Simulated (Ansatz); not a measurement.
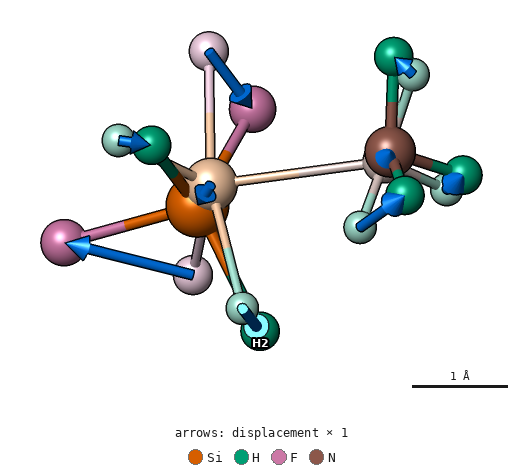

This is a relaxation of SiNH₅F₂ (started from a transition state, displaced along its imaginary mode). The starting structure is drawn faded, the final one solid; blue arrows show the displacements, at their true length. The two geometries are superimposed by the best rigid fit.

A ball-and-stick model, seen from a free direction.

These are results of RKS PBE0-D4/def2-TZVP (Ansatz), not measurements.

The input:
```yaml
crystal:
  periodic: [false, false, false]
  atoms:
    - {symbol: Si, position_ang: [-0.158354, 0.540601, 0.608201]}
    - {symbol: H, position_ang: [-1.599107, 0.079089, -0.007841]}
    - {symbol: F, position_ang: [-0.383130, 2.013599, 0.038951]}
    - {symbol: F, position_ang: [1.431890, 0.796437, 1.009823]}
    - {symbol: H, position_ang: [-0.526578, -0.057812, 1.904877]}
    - {symbol: H, position_ang: [-0.614655, -0.847767, -0.680125]}
    - {symbol: N, position_ang: [0.297407, -0.739332, -0.739698]}
    - {symbol: H, position_ang: [0.587308, -0.298762, -1.619259]}
    - {symbol: H, position_ang: [0.965218, -1.485953, -0.514928]}
basis:
  gaussian: {orbitals: def2-TZVP}
hamiltonian: {xc: pbe0, dispersion: d4}
relax: {f_tol: 0.005, max_steps: 200}
```

Launched with:
```bash
ansatz run in.yaml --threads 4 --pin off --events-out ev --progress --plain --max-ram 9574MiB
```

> Describe the change and its energy.

The energy falls by 161.1 kJ/mol in 15 geometry steps. The largest force component goes from 7.2 to 0.0016 eV/Å. The largest move after the best rigid fit is that of F3, 1.44 Å. By element the largest moves are F 1.44 Å, H 1.15 Å, Si 0.34 Å, N 0.30 Å. Near-neighbour distances that change, for instance: Si1–H6 1.948 → 2.890 Å, Si1–N7 1.914 → 2.332 Å, Si1–H2 1.633 → 1.477 Å, H6–N7 0.920 → 1.014 Å. Bond angles that change, for instance: H2–Si1–F4 168.4° → 114.9°, H2–Si1–H5 89.8° → 120.7°, F3–Si1–H5 130.8° → 100.6°. The run took 13 s on 4 threads of AMD EPYC 9R45 96-Core, on a shared host.
